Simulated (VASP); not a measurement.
Band structure of PbSe (rock salt). Method: r2SCAN meta-GGA, VASP's PBE PAW potentials (set 64) (plane waves; VASP).

Unless said otherwise, spin-orbit coupling is left out, though it shifts the bands of the heavy elements here.

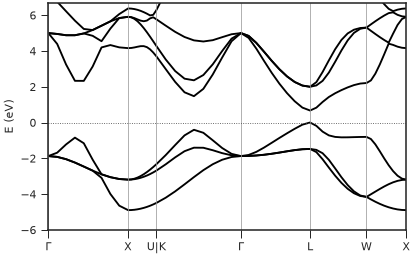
Fig. 1. Bands along high-symmetry lines, zero at the valence-band maximum or, without a gap, the Fermi level

Read the plot: is there a gap, and where are the band edges?

The gap is direct, 0.67 eV, from the valence maximum at L to the conduction minimum at L.

The compound is PbSe in the rock salt structure. It was relaxed first.
